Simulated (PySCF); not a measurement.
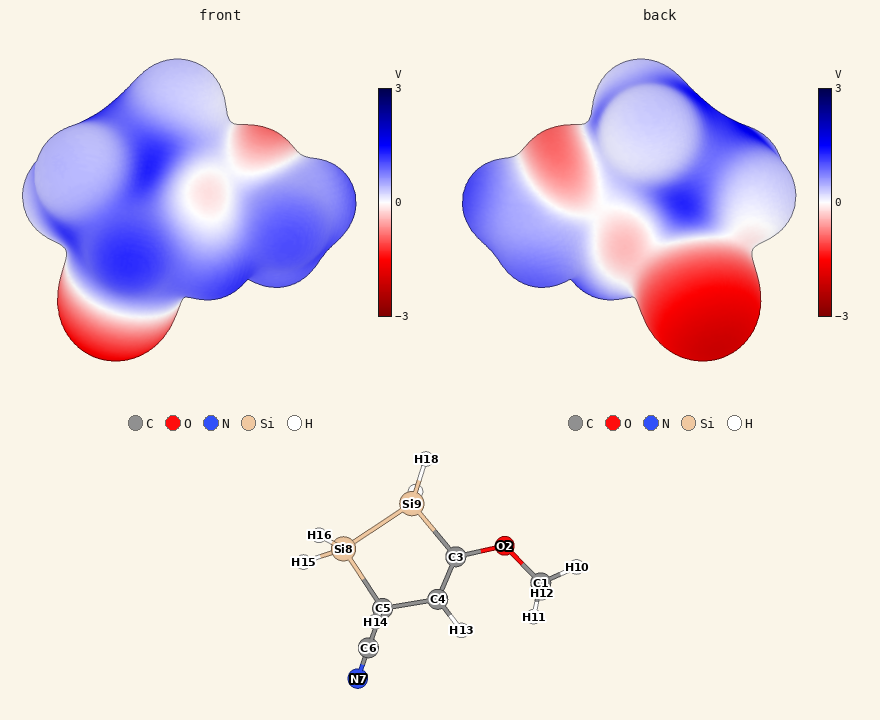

Figure 1: C₅H₉NOSi₂. The electrostatic potential painted on the density surface at 0.002 e/bohr³, seen from the front and from behind; the colour scale runs from red (negative) to blue (positive). The bare structure is drawn below in the same view.

Geometry: GFN2-xTB.

These are results of PBE0/pcSseg-1, SCF density, gas phase, non-relativistic (PySCF 2.14.0), not measurements.

Input file:

```
{"job": {"kind": "nmr", "xc": "PBE0", "basis": "pcSseg-1"}, "charge": 0, "multiplicity": 1}
C      2.912373     0.477531     0.134677
O      1.782462     0.962839    -0.551510
C      0.552007     0.517574    -0.171906
C      0.285482    -0.314212     0.836351
C     -1.112632    -0.782651     1.154268
C     -1.171913    -2.190853     0.906313
N     -1.203638    -3.312254     0.674119
Si    -2.443783     0.136338     0.070422
Si    -0.864077     1.230605    -1.215900
H      3.776678     0.922571    -0.355190
H      2.976282    -0.613516     0.071128
H      2.894849     0.775354     1.188205
H      1.060269    -0.735814     1.465170
H     -1.315482    -0.633217     2.221057
H     -3.326468    -0.863919    -0.534851
H     -3.273750     0.900389     1.013177
H     -0.710753     0.834542    -2.618088
H     -0.826665     2.695010    -1.152416
```

Run with:

```sh
OMP_NUM_THREADS=1 python probes_run.py task.json out
```

Question: Which sites attract a positive test charge, and which a negative one?

Answer: A positive charge is drawn to the negative regions and a negative charge to the positive ones. The most negative region (about −2.0 V, or −46 kcal/mol for a unit charge) lies over N7, the most positive (about +1.5 V, or +35 kcal/mol for a unit charge) over Si8 and Si9. N7 is the likeliest acceptor of a hydrogen bond.
